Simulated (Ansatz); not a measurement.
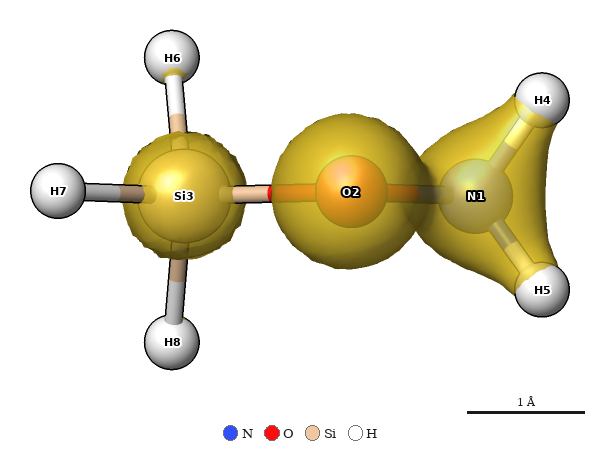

*H5NOSi. Isosurface of the electron density at 1.5 e/Å³ (yellow), seen across its widest extent.*

Geometry: PBE0-D3(BJ)/def2-SVP.

Method: isolated molecule in a Gaussian basis; Kohn-Sham density functional theory, functional PBE0 in Ansatz 0.2.0.

```tsv
atom	x (Å)	y (Å)	z (Å)
N	-0.9336	-0.9552	-2.6274
O	-1.4683	-0.5512	-1.3708
Si	-1.5606	-1.9417	-0.4212
H	-1.6181	-0.6348	-3.3158
H	-0.1157	-0.3577	-2.7656
H	-2.4679	-2.9554	-1.0345
H	-2.1230	-1.4718	0.8780
H	-0.2107	-2.5406	-0.2075
```

Question: What does this surface tell about the bonding?

Answer: At this value the surface falls into five separate pieces. It bridges the sampled N–O (1.42 Å) and N–H (1.02 Å) contacts, where the density stays above the isovalue. It is pinched off along the sampled Si–O (1.69 Å) and Si–H (1.49 Å) contacts. On the grid the lowest density along these lines, outside the cores, is 2 e/Å³ (N–O, 1.42 Å), 0.98 e/Å³ (Si–O, 1.69 Å), 2.3 e/Å³ (N–H, 1.02 Å) and 0.8 e/Å³ (Si–H, 1.49 Å).
